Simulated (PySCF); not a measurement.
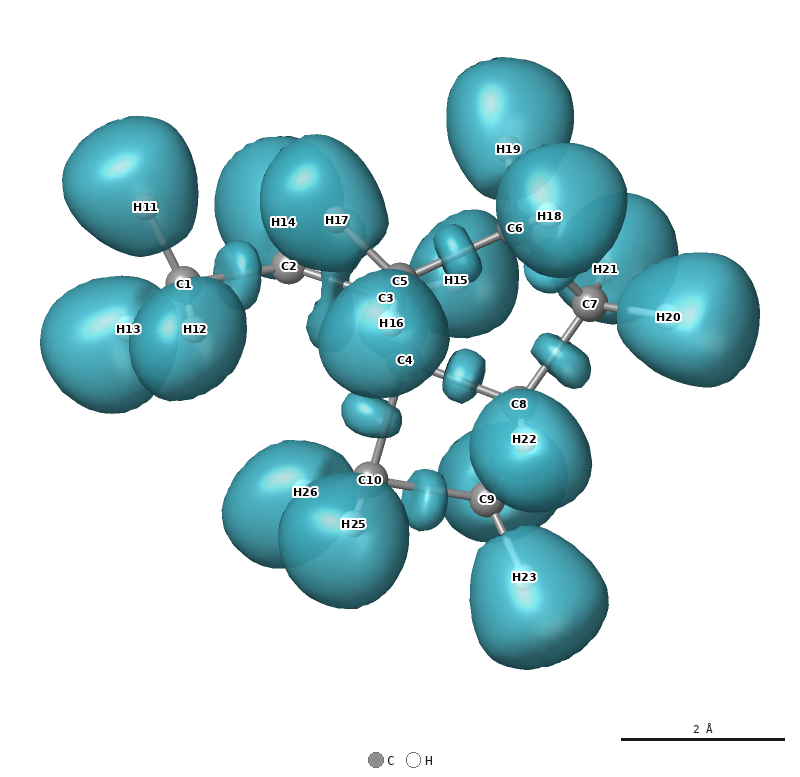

Figure 1: C10H16. Isosurface of the electron localisation function at 0.85 (cyan), seen at a tilt. Core shells and regions of very low density are left out.

Geometry: GFN2-xTB.

Level of theory: CAM-B3LYP/6-31G*, SCF density, gas phase, non-relativistic in PySCF 2.14.0.

The calculation's input:

```
{"job": {"xc": "CAM-B3LYP", "basis": "6-31G*", "kind": "nmr", "pop": true}, "charge": 0, "multiplicity": 1}
C      2.954044     0.068383    -0.058909
C      1.978069     0.805292     0.799666
C      0.663159     0.650061     0.795646
C     -0.068542    -0.315459    -0.102204
C     -0.158272     0.280821    -1.502851
C     -1.328375     1.297455    -1.296006
C     -2.137925     0.895106    -0.019084
C     -1.551561    -0.480687     0.216806
C     -1.150261    -1.446610     1.344190
C      0.110021    -1.741188     0.489672
H      3.516846     0.771533    -0.673584
H      2.455892    -0.645848    -0.707243
H      3.671739    -0.463352     0.566609
H      2.424061     1.523101     1.477490
H      0.071024     1.243659     1.477099
H     -0.430525    -0.476017    -2.239724
H      0.744467     0.787674    -1.838293
H     -1.977666     1.305128    -2.170782
H     -0.922625     2.301172    -1.176644
H     -3.210055     0.883191    -0.211045
H     -1.947614     1.586882     0.799597
H     -1.976780    -1.121531    -0.565445
H     -1.829123    -2.274107     1.539244
H     -0.892941    -0.952100     2.277332
H     -0.065573    -2.535219    -0.233961
H      1.037469    -1.924727     1.025700
```

Launched as:

```sh
OMP_NUM_THREADS=1 python ens_run.py task.json out
```

> Where are the electrons localised?

At this value the surface marks out eleven regions between bonded C–C atoms (shared pairs) and 16 regions around hydrogen nuclei. Along the contacts the grid gives the following. C–C (1.32 Å): the ELF peaks at about 0.95 between the atoms: a short, multiple covalent bond. C–H (1.08 Å): the ELF climbs to about 1 towards the hydrogen, as it does in any bond to H; a covalent bond by its length.
